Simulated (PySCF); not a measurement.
**C3H7ClO, SMILES `OCCCCl`: what the electrons do**

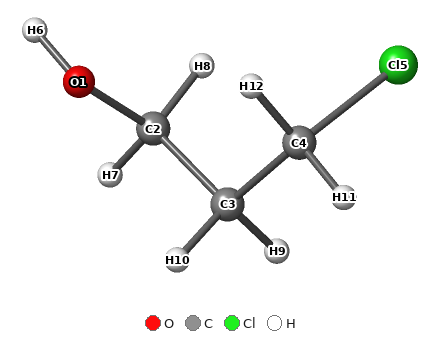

The molecule, with its atoms numbered as below. No frequency check shows the geometry to be a minimum.

Coordinates in Å:

```
O1       2.1100   -0.4980    0.5709
C2       1.4125   -0.2031   -0.6217
C3       0.5134    1.0031   -0.3636
C4      -0.5926    0.6769    0.6251
Cl5     -1.7837   -0.4389   -0.0976
H6       2.6360   -1.2927    0.4399
H7       2.1192    0.0349   -1.4296
H8       0.7996   -1.0585   -0.9355
H9       0.0887    1.3475   -1.3071
H10      1.1242    1.8005    0.0636
H11     -1.1423    1.5708    0.9171
H12     -0.1821    0.1815    1.5038
```

## 1. Bonding charge

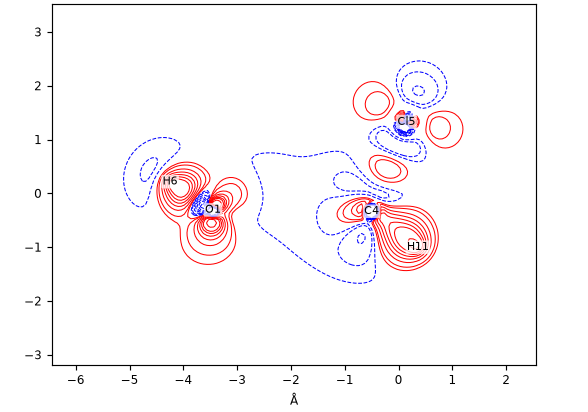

Deformation density (molecule less spherical, spin-averaged free atoms) in the plane of O1, C4, Cl5, H6 and H11; contours at ±0.05 to ±0.8 e/Å³; solid red lines: gain, dashed blue lines: loss.

PySCF calculation, BP86/def2-SVPD, gas phase; geometry: GFN2-xTB.

> How much density has each bond in this plane gained at its critical point, relative to the free atoms?

O1–H6: +0.80 e/Å³ at the bond critical point (bond length 0.96 Å). C4–H11: +0.71 e/Å³ at the bond critical point (bond length 1.09 Å). C4–Cl5: +0.14 e/Å³ at the bond critical point (bond length 1.78 Å). In all, 2.5 electrons gather in the regions of gain relative to the promolecule. A small or negative value marks a very polar bond, one between electron-rich atoms, whose free-atom densities already overlap strongly, a long bond to a heavier atom, or a closed-shell contact such as a hydrogen bond.

## 2. Local ionisation energy

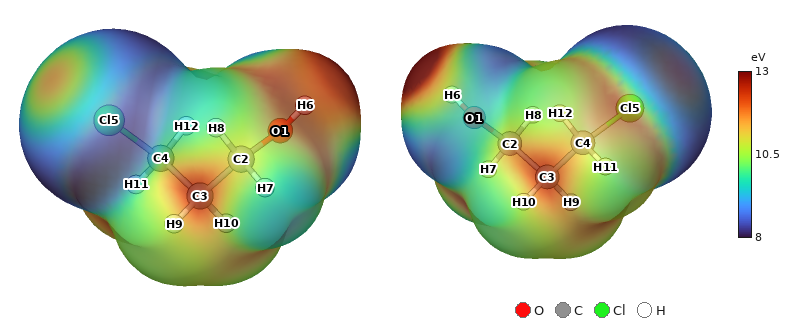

Average local ionisation energy on the surface of electron density 0.001 a.u. (back view left, front view right).

> Where are the most loosely bound electrons on this surface?

The lowest value is 8.1 eV, 2.1 Å from Cl5. Further minima include 8.1 eV, 2.1 Å from Cl5; 8.5 eV, 1.9 Å from O1; 8.6 eV, off the O1–H6 bond (1.9 to 2.0 Å from its atoms). For comparison, the highest occupied orbital lies at −6.5 eV.

> What volume does the surface enclose, and what is the dipole moment?

About 120 Å³; the dipole moment is 1.8 D.

## 3. Excited states

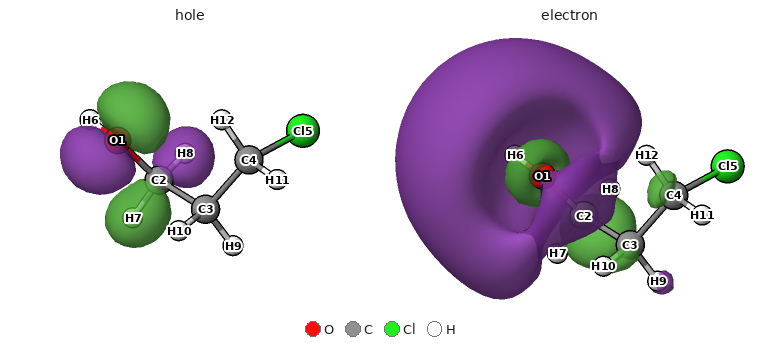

Leading natural transition orbital pair of S₁ (TDA singlet states); the surfaces enclose about 78 % of each orbital's density.

Method: CAM-B3LYP/def2-SVPD; geometry: GFN2-xTB; program: PySCF.

> Where does the state lie, and where do hole and electron sit?

7.00 eV (177 nm), f = 0.003; the leading pair carries 100 %; hole on O1 (64 %), C2 (13 %) and H7 and H8 (7 % each), electron on H6 (47 %), O1 (22 %) and C2 (9 %); their centroids lie 1.2 Å apart. In canonical orbitals it is mainly HOMO → LUMO (68 %). The HOMO–LUMO gap is 10.60 eV.

## 4. Localised orbitals

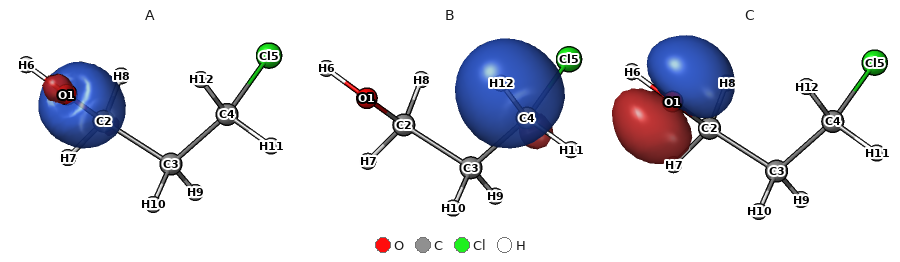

Pipek–Mezey orbitals, occupied; each surface holds about 80 % of the orbital's density. Energies are diagonal elements of the Fock matrix.

Method: BLYP/def2-TZVP; geometry: GFN2-xTB; program: PySCF.

> What does each orbital represent in a Lewis picture?

By panel:
- A: σ bond O1–C2 (O1 64 %, C2 36 %; −17.3 eV)
- B: σ bond C4–H12 (C4 57 %, H12 42 %; −12.2 eV)
- C: lone pair on O1 (p-type) (O1 98 %; −7.2 eV)

> Which has the smallest and which the largest spatial spread?

Smallest: A (0.73 Å); largest: C (0.86 Å).

> How do all the valence pairs divide up?

16 pairs: 11 σ bonds and 5 lone pairs.
